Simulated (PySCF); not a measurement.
Geometry relaxation of SnF₄ (part 1 of 2)

System: SnF₄.
Method: BP86/def2-SVP, RKS, dispersion D3M(BJ), core potentials def2-svp (PySCF 2.14.0).

The atoms were displaced at random from an optimised geometry.

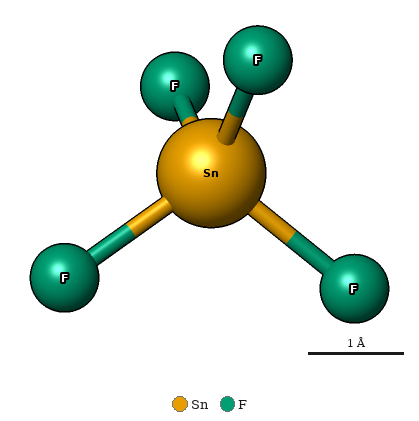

The starting structure (ball-and-stick view, seen at a tilt). Sticks mark near contacts. Bond lengths as drawn: F–Sn 1.85 to 1.94 Å.

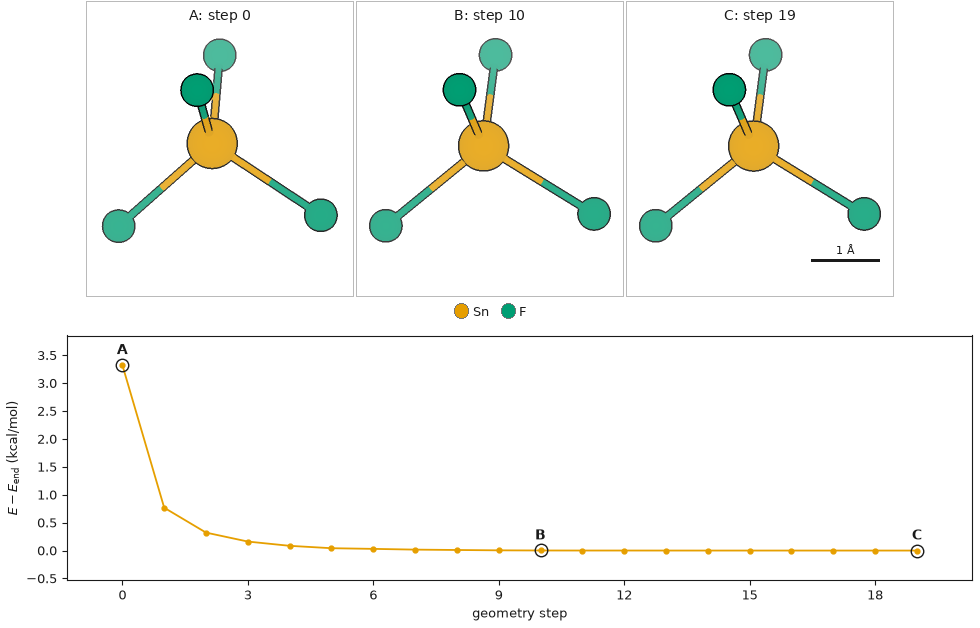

Frames of the relaxation (ball-and-stick view, seen at a tilt) above the curves, on which the letters mark them (steps are counted from 0).

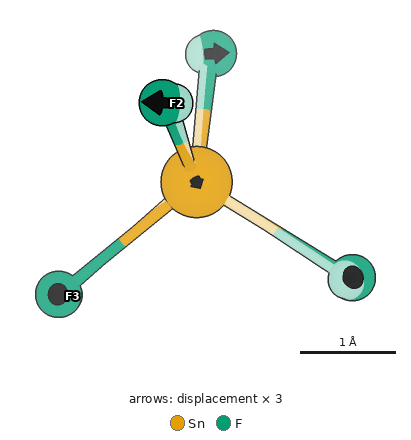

Start (faint) and end (solid) with the displacements as black arrows, magnified 3 times (ball-and-stick view, seen at a tilt). The two geometries are laid on each other by the best rigid fit. The energy falls by 3.32 kcal/mol in 19 geometry steps. The largest force component goes from 2.5 to 0.0023 eV/Å. F2 moves most after the best rigid fit: 0.12 Å. By element the largest moves are F 0.12 Å, Sn 0.05 Å. Among the contacts that change: Sn1–F2 1.847 → 1.928 Å, Sn1–F5 1.891 → 1.927 Å, Sn1–F4 1.941 → 1.927 Å, Sn1–F3 1.933 → 1.927 Å. Among the angles that change: F2–Sn1–F3 116.3° → 109.5°, F2–Sn1–F4 104.4° → 109.6°, F4–Sn1–F5 113.6° → 109.2°. (Atoms are counted from 1 in the order of the input.)

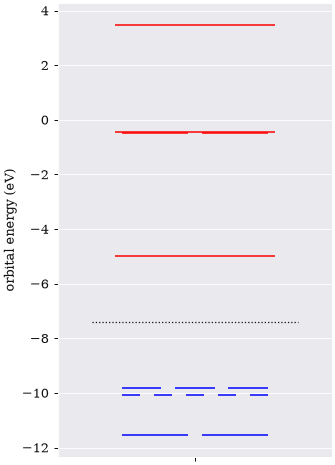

Orbital energies near the frontier; the dotted line parts filled from empty levels, and levels within 0.02 eV of each other stand side by side. Highest filled −9.81 eV, lowest empty −5.00 eV, 4.81 eV apart.

The input that produced these results follows, with the program's output.

The input (run.py)
```python
from pyscf import gto, dft
from pyscf.geomopt.geometric_solver import kernel as optimise

system = gto.M(
    atom=[
    ('Sn', (0.020640, -0.059924, 0.091899)),
    ('F', (-0.078532, -0.027943, 1.935983)),
    ('F', (1.793386, 0.035665, -0.671570)),
    ('F', (-0.892591, 1.558852, -0.467572)),
    ('F', (-0.754625, -1.642178, -0.593467)),
],
    basis='def2-svp',
    ecp={'Sn': 'def2-svp'},
    verbose=3,
    max_memory=1860,
    spin=0,
)

calc0 = dft.RKS(system)
calc0.xc = 'bp86'
calc0 = calc0.density_fit(auxbasis='def2-universal-jkfit')
calc0.disp = 'd3bjm'
converged, mol_eq = optimise(calc0, maxsteps=100, convergence_set='GAU_TIGHT')
print('converged:', converged)
print(mol_eq.tostring())

calc0.reset(mol_eq)
system = mol_eq
calc0.kernel()
e_tot = calc0.e_tot
print(f'total energy: {e_tot:.8f} hartree')
```

Launched with:
```bash
OMP_NUM_THREADS=1 python run.py
```

The program's output
```
#|     Arguments passed to driver run_optimizer():      |#
convergence_set           GAU_TIGHT
customengine              <pyscf.geomopt.geometric_solver.PySCFEngine object>
maxiter                   100
----------------------------------------------------------
Custom engine selected.
Bonds will be generated from interatomic distances less than 1.20 times sum of covalent radii
15 internal coordinates being used (instead of 15 Cartesians)
Internal coordinate system (atoms numbered from 1):
Distance 1-2
Distance 1-3
Distance 1-4
Distance 1-5
Angle 2-1-3
Angle 2-1-4
Angle 2-1-5
Angle 3-1-4
Angle 3-1-5
Angle 4-1-5
Translation-X 1-5
Translation-Y 1-5
Translation-Z 1-5
Rotation-A 1-5
Rotation-B 1-5
Rotation-C 1-5
<class 'geometric.internal.Distance'> : 4
<class 'geometric.internal.Angle'> : 6
<class 'geometric.internal.TranslationX'> : 1
<class 'geometric.internal.TranslationY'> : 1
<class 'geometric.internal.TranslationZ'> : 1
<class 'geometric.internal.RotationA'> : 1
<class 'geometric.internal.RotationB'> : 1
<class 'geometric.internal.RotationC'> : 1
> ===== Optimization Info: ====
> Job type: Energy minimization
> Maximum number of optimization cycles: 100
> Initial / maximum trust radius (Angstrom): 0.100 / 0.300
> Convergence Criteria:
> Will converge when all 5 criteria are reached:
>  |Delta-E| < 1.00e-06
>  RMS-Grad  < 1.00e-05
>  Max-Grad  < 1.50e-05
>  RMS-Disp  < 4.00e-05
>  Max-Disp  < 6.00e-05
> === End Optimization Info ===

Geometry optimization cycle 1
Cartesian coordinates (Angstrom)
 Atom        New coordinates             dX        dY        dZ
  Sn   0.020640  -0.059924   0.091899    0.000000  0.000000 -0.000000
   F  -0.078532  -0.027943   1.935983    0.000000  0.000000 -0.000000
   F   1.793386   0.035665  -0.671570    0.000000  0.000000  0.000000
   F  -0.892591   1.558852  -0.467572    0.000000  0.000000  0.000000
   F  -0.754625  -1.642178  -0.593467    0.000000  0.000000  0.000000

WARN: Mole.unit (angstrom) is changed to Bohr

converged SCF energy = -613.544552184788
--------------- DFRKS_Scanner gradients ---------------
         x                y                z
0 Sn    -0.0088395605    -0.0240825388     0.0450737678
1 F     0.0002129039     0.0013707270    -0.0483049222
2 F     0.0003150603     0.0005409088    -0.0031536829
3 F    -0.0012102759     0.0052625036    -0.0000782129
4 F     0.0092679848     0.0163470835     0.0066236057
----------------------------------------------
cycle 1: E = -613.544552185  dE = -613.545  norm(grad) = 0.0739022
Step    0 : Gradient = 3.305e-02/5.186e-02 (rms/max) Energy = -613.5445521848
Hessian Eigenvalues: 5.00000e-02 5.00000e-02 5.00000e-02 ... 2.50000e-01 2.50000e-01 2.50000e-01

Geometry optimization cycle 2
Cartesian coordinates (Angstrom)
 Atom        New coordinates             dX        dY        dZ
  Sn   0.025100  -0.031888   0.064780    0.004460  0.028036 -0.027119
   F  -0.057225  -0.029061   2.022371    0.021307 -0.001118  0.086388
   F   1.806331   0.051206  -0.667649    0.012945  0.015541  0.003921
   F  -0.895108   1.562504  -0.500521   -0.002517  0.003652 -0.032949
   F  -0.777385  -1.658586  -0.632204   -0.022760 -0.016408 -0.038737
converged SCF energy = -613.548624300869
--------------- DFRKS_Scanner gradients ---------------
         x                y                z
0 Sn     0.0034070523     0.0048644100    -0.0099455178
1 F    -0.0021389567     0.0013364195     0.0140769344
2 F    -0.0010064107     0.0000717485    -0.0020502732
3 F     0.0016259096    -0.0002415255     0.0011841612
4 F    -0.0019945600    -0.0065454416    -0.0031581682
----------------------------------------------
cycle 2: E = -613.548624301  dE = -0.00407212  norm(grad) = 0.0201203
Step    1 : Displace = 5.101e-02/9.075e-02 (rms/max) Trust = 1.000e-01 (=) Grad = 8.998e-03/1.430e-02 (rms/max) E (change) = -613.5486243009 (-4.072e-03) Quality = 0.631
Hessian Eigenvalues: 4.99306e-02 5.00000e-02 5.00000e-02 ... 2.50000e-01 2.50000e-01 3.12777e-01

Geometry optimization cycle 3
Cartesian coordinates (Angstrom)
 Atom        New coordinates             dX        dY        dZ
  Sn   0.024149  -0.024745   0.063225   -0.000951  0.007142 -0.001555
   F  -0.045541  -0.038459   1.998206    0.011685 -0.009399 -0.024166
   F   1.813887   0.054521  -0.648981    0.007555  0.003315  0.018669
   F  -0.907616   1.564363  -0.506734   -0.012508  0.001859 -0.006213
   F  -0.778322  -1.639146  -0.623658   -0.000937  0.019440  0.008546
converged SCF energy = -613.549334674836
--------------- DFRKS_Scanner gradients ---------------
         x                y                z
0 Sn     0.0008191002    -0.0006861198    -0.0025240462
1 F    -0.0014873463     0.0008951698     0.0039823885
2 F    -0.0007679778    -0.0001981365    -0.0016515874
3 F     0.0007931204     0.0006497397     0.0008041793
4 F     0.0005571471    -0.0011258582    -0.0004698657
----------------------------------------------
cycle 3: E = -613.549334675  dE = -0.000710374  norm(grad) = 0.00576532
Step    2 : Displace = 1.893e-02/2.865e-02 (rms/max) Trust = 1.000e-01 (=) Grad = 2.578e-03/4.344e-03 (rms/max) E (change) = -613.5493346748 (-7.104e-04) Quality = 1.352
Hessian Eigenvalues: 4.88043e-02 4.99996e-02 5.00000e-02 ... 2.50000e-01 2.50000e-01 3.05070e-01

Geometry optimization cycle 4
Cartesian coordinates (Angstrom)
 Atom        New coordinates             dX        dY        dZ
  Sn   0.023919  -0.009965   0.057410   -0.000230  0.014781 -0.005816
   F  -0.025527  -0.048794   1.978950    0.020014 -0.010335 -0.019255
   F   1.827261   0.070407  -0.620131    0.013374  0.015886  0.028850
   F  -0.925058   1.565571  -0.521283   -0.017441  0.001208 -0.014549
   F  -0.785900  -1.618487  -0.625422   -0.007579  0.020658 -0.001763
converged SCF energy = -613.549590518953
--------------- DFRKS_Scanner gradients ---------------
         x                y                z
0 Sn    -0.0003314790    -0.0010961303     0.0026434436
1 F    -0.0008113671     0.0004164608    -0.0026208733
2 F    -0.0003010243    -0.0004404929    -0.0010053186
3 F     0.0004849080     0.0004814061     0.0006412317
4 F     0.0009554278     0.0002746091     0.0005049185
----------------------------------------------
cycle 4: E = -613.549590519  dE = -0.000255844  norm(grad) = 0.00440641
Step    3 : Displace = 2.365e-02/3.126e-02 (rms/max) Trust = 1.414e-01 (+) Grad = 1.971e-03/2.881e-03 (rms/max) E (change) = -613.5495905190 (-2.558e-04) Quality = 1.212
Hessian Eigenvalues: 4.12896e-02 4.99997e-02 5.00000e-02 ... 2.50000e-01 2.50056e-01 4.01184e-01

Geometry optimization cycle 5
Cartesian coordinates (Angstrom)
 Atom        New coordinates             dX        dY        dZ
  Sn   0.023580   0.003219   0.050270   -0.000340  0.013184 -0.007139
   F  -0.007799  -0.056610   1.971312    0.017728 -0.007816 -0.007639
   F   1.838103   0.092837  -0.594788    0.010843  0.022431  0.025343
   F  -0.943246   1.564378  -0.538831   -0.018189 -0.001193 -0.017548
   F  -0.791881  -1.600193  -0.635260   -0.005981  0.018294 -0.009838
converged SCF energy = -613.549712035734
--------------- DFRKS_Scanner gradients ---------------
         x                y                z
0 Sn    -0.0004604957    -0.0010243463     0.0021634117
1 F    -0.0003393458     0.0000361115    -0.0028126665
2 F    -0.0000694641    -0.0005332553    -0.0003410417
3 F     0.0001163470     0.0005297481     0.0003040299
4 F     0.0008273620     0.0007455861     0.0008551584
----------------------------------------------
cycle 5: E = -613.549712036  dE = -0.000121517  norm(grad) = 0.00409061
Step    4 : Displace = 2.080e-02/2.510e-02 (rms/max) Trust = 2.000e-01 (+) Grad = 1.829e-03/2.833e-03 (rms/max) E (change) = -613.5497120357 (-1.215e-04) Quality = 1.335
Hessian Eigenvalues: 2.75033e-02 4.99989e-02 5.00000e-02 ... 2.50000e-01 2.54211e-01 3.42164e-01

Geometry optimization cycle 6
Cartesian coordinates (Angstrom)
 Atom        New coordinates             dX        dY        dZ
  Sn   0.022370   0.015006   0.043367   -0.001210  0.011787 -0.006903
   F   0.006799  -0.060901   1.968039    0.014598 -0.004290 -0.003273
   F   1.845488   0.125806  -0.573066    0.007385  0.032969  0.021722
   F  -0.964385   1.557998  -0.556785   -0.021139 -0.006380 -0.017954
   F  -0.794781  -1.585129  -0.653055   -0.002900  0.015064 -0.017795
converged SCF energy = -613.549780495295
--------------- DFRKS_Scanner gradients ---------------
         x                y                z
0 Sn    -0.0003219872     0.0004078131     0.0001866460
1 F     0.0000923673    -0.0002224986    -0.0008490820
2 F     0.0001544653    -0.0004329585     0.0002137019
3 F     0.0001498539     0.0000181061     0.0001003836
4 F     0.0000489048     0.0001283418     0.0004790907
----------------------------------------------
cycle 6: E = -613.549780495  dE = -6.84596e-05  norm(grad) = 0.00127359
Step    5 : Displace = 1.926e-02/2.236e-02 (rms/max) Trust = 2.828e-01 (+) Grad = 5.696e-04/8.826e-04 (rms/max) E (change) = -613.5497804953 (-6.846e-05) Quality = 1.100
Hessian Eigenvalues: 2.19858e-02 4.99881e-02 5.00000e-02 ... 2.50000e-01 2.50008e-01 3.11958e-01

Geometry optimization cycle 7
Cartesian coordinates (Angstrom)
 Atom        New coordinates             dX        dY        dZ
  Sn   0.021190   0.016427   0.042088   -0.001180  0.001421 -0.001279
   F   0.007668  -0.060402   1.968877    0.000869  0.000499  0.000838
   F   1.844063   0.143350  -0.571449   -0.001425  0.017544  0.001617
   F  -0.975054   1.552547  -0.560589   -0.010669 -0.005451 -0.003804
   F  -0.790349  -1.583718  -0.662754    0.004432  0.001411 -0.009699
converged SCF energy = -613.549799250266
--------------- DFRKS_Scanner gradients ---------------
         x                y                z
0 Sn    -0.0000165680     0.0004259421    -0.0005022075
1 F     0.0001529863    -0.0001769200     0.0002158241
2 F     0.0001476669    -0.0002971306     0.0002405793
3 F     0.0000917749     0.0000804074    -0.0000597654
4 F    -0.0002248769    -0.0000932067     0.0001869510
----------------------------------------------
cycle 7: E = -613.54979925  dE = -1.8755e-05  norm(grad) = 0.000903237
Step    6 : Displace = 4.485e-03/5.994e-03 (rms/max) Trust = 3.000e-01 (+) Grad = 4.039e-04/6.587e-04 (rms/max) E (change) = -613.5497992503 (-1.875e-05) Quality = 1.436
Hessian Eigenvalues: 1.15026e-02 4.50883e-02 5.00000e-02 ... 2.49991e-01 2.50113e-01 3.97634e-01

Geometry optimization cycle 8
Cartesian coordinates (Angstrom)
 Atom        New coordinates             dX        dY        dZ
  Sn   0.017156   0.017356   0.040977   -0.004033  0.000928 -0.001111
   F   0.004246  -0.058976   1.969714   -0.003422  0.001426  0.000838
   F   1.836343   0.180026  -0.574125   -0.007720  0.036675 -0.002676
   F  -0.999419   1.539379  -0.562159   -0.024365 -0.013168 -0.001570
   F  -0.775750  -1.585465  -0.680269    0.014599 -0.001746 -0.017516
converged SCF energy = -613.549820647692
--------------- DFRKS_Scanner gradients ---------------
         x                y                z
0 Sn     0.0002414894     0.0003095061    -0.0009341465
1 F     0.0001592025     0.0000179827     0.0011959551
2 F     0.0000600446     0.0000123514     0.0001377960
3 F     0.0002030966    -0.0000697083    -0.0001863659
4 F    -0.0004818768    -0.0002371140    -0.0002598973
----------------------------------------------
cycle 8: E = -613.549820648  dE = -2.13974e-05  norm(grad) = 0.00171531
Step    7 : Displace = 6.258e-03/8.125e-03 (rms/max) Trust = 3.000e-01 (=) Grad = 7.671e-04/1.207e-03 (rms/max) E (change) = -613.5498206477 (-2.140e-05) Quality = 1.038
Hessian Eigenvalues: 8.17586e-03 4.11560e-02 5.00000e-02 ... 2.49995e-01 2.52380e-01 4.44568e-01

Geometry optimization cycle 9
Cartesian coordinates (Angstrom)
 Atom        New coordinates             dX        dY        dZ
  Sn   0.013045   0.016988   0.041389   -0.004111 -0.000368  0.000412
   F  -0.001028  -0.059776   1.969626   -0.005274 -0.000801 -0.000088
   F   1.828599   0.200842  -0.578247   -0.007744  0.020816 -0.004121
   F  -1.017728   1.531227  -0.558094   -0.018309 -0.008152  0.004064
   F  -0.763423  -1.590080  -0.687374    0.012327 -0.004615 -0.007105
converged SCF energy = -613.549831248861
--------------- DFRKS_Scanner gradients ---------------
         x                y                z
0 Sn     0.0003401257    -0.0001416327    -0.0005162502
1 F     0.0000994014     0.0001395643     0.0009942652
2 F     0.0000013544     0.0001539137     0.0000030114
3 F     0.0001200878     0.0000656114    -0.0002594016
4 F    -0.0003854465    -0.0001283833    -0.0003423209
----------------------------------------------
cycle 9: E = -613.549831249  dE = -1.06012e-05  norm(grad) = 0.00134615
Step    8 : Displace = 2.790e-03/3.501e-03 (rms/max) Trust = 3.000e-01 (=) Grad = 6.020e-04/1.009e-03 (rms/max) E (change) = -613.5498312489 (-1.060e-05) Quality = 1.109
Hessian Eigenvalues: 6.60214e-03 3.41983e-02 5.00000e-02 ... 2.49996e-01 2.57249e-01 3.38549e-01

Geometry optimization cycle 10
Cartesian coordinates (Angstrom)
 Atom        New coordinates             dX        dY        dZ
  Sn   0.006551   0.016310   0.042907   -0.006494 -0.000678  0.001518
   F  -0.009021  -0.064127   1.969148   -0.007992 -0.004351 -0.000478
   F   1.818281   0.218517  -0.582270   -0.010318  0.017675 -0.004023
   F  -1.040080   1.522654  -0.548276   -0.022352 -0.008573  0.009818
   F  -0.749390  -1.597756  -0.689769    0.014033 -0.007676 -0.002395
converged SCF energy = -613.549841001965
--------------- DFRKS_Scanner gradients ---------------
         x                y                z
0 Sn     0.0001399248    -0.0004075074     0.0002176886
1 F     0.0000098550     0.0002048863     0.0001146649
2 F    -0.0000335875     0.0001767723    -0.0001252326
3 F     0.0001114116     0.0000321512    -0.0001614110
4 F    -0.0000666959     0.0001234937    -0.0001969336
----------------------------------------------
cycle 10: E = -613.549841002  dE = -9.7531e-06  norm(grad) = 0.00065901
Step    9 : Displace = 3.983e-03/4.616e-03 (rms/max) Trust = 3.000e-01 (=) Grad = 2.947e-04/4.827e-04 (rms/max) E (change) = -613.5498410020 (-9.753e-06) Quality = 0.902
Hessian Eigenvalues: 6.59099e-03 2.95471e-02 4.98175e-02 ... 2.49918e-01 2.50110e-01 3.58586e-01

Geometry optimization cycle 11
Cartesian coordinates (Angstrom)
 Atom        New coordinates             dX        dY        dZ
  Sn   0.002142   0.015753   0.044237   -0.004410 -0.000557  0.001330
   F  -0.013111  -0.069715   1.969356   -0.004090 -0.005589  0.000208
   F   1.813424   0.220785  -0.581541   -0.004857  0.002268  0.000728
   F  -1.050754   1.520091  -0.541203   -0.010674 -0.002563  0.007073
   F  -0.746073  -1.602212  -0.687056    0.003316 -0.004457  0.002713
converged SCF energy = -613.549845181754
--------------- DFRKS_Scanner gradients ---------------
         x                y                z
0 Sn     0.0000456718    -0.0003496286     0.0004601008
1 F    -0.0000127837     0.0001472025    -0.0003432625
2 F     0.0000179033     0.0000803037    -0.0001118686
3 F     0.0000195577     0.0000896005    -0.0000923824
4 F     0.0000967134     0.0001590998    -0.0000358155
----------------------------------------------
cycle 11: E = -613.549845182  dE = -4.17979e-06  norm(grad) = 0.000740174
Step   10 : Displace = 2.797e-03/3.473e-03 (rms/max) Trust = 3.000e-01 (=) Grad = 3.310e-04/5.797e-04 (rms/max) E (change) = -613.5498451818 (-4.180e-06) Quality = 0.981
Hessian Eigenvalues: 6.09221e-03 2.24791e-02 4.65090e-02 ... 2.49910e-01 2.50085e-01 3.88464e-01
```
